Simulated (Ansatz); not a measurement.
The reference is SiO₂ in the rutile structure (space group P4_2/mnm, No. 136; a = 4.195 Å, c = 2.678 Å). Axes: x, y, z lie along a, b, c of the conventional cell.

One thing is altered: compressive biaxial strain of 0.60 % in the plane normal to [001], as in epitaxy on a mismatched substrate; the out-of-plane cell vector and the atoms relax.

Method: PBEsol, PAW, 420 eV (Ansatz, an electronic-structure program; without spin-orbit coupling).

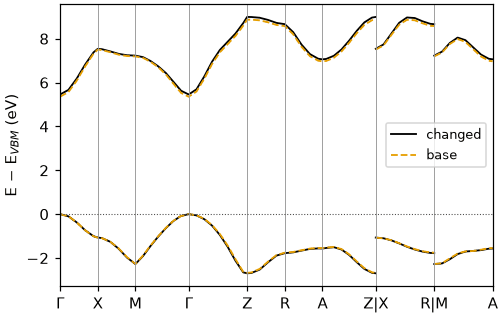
Highest valence and lowest conduction band along the path, each from its own valence-band maximum

Question: From the figure, how large is the changed gap, and is it direct?

Answer: About 5.5 eV, direct at Γ.

Stability against distortions was not tested.
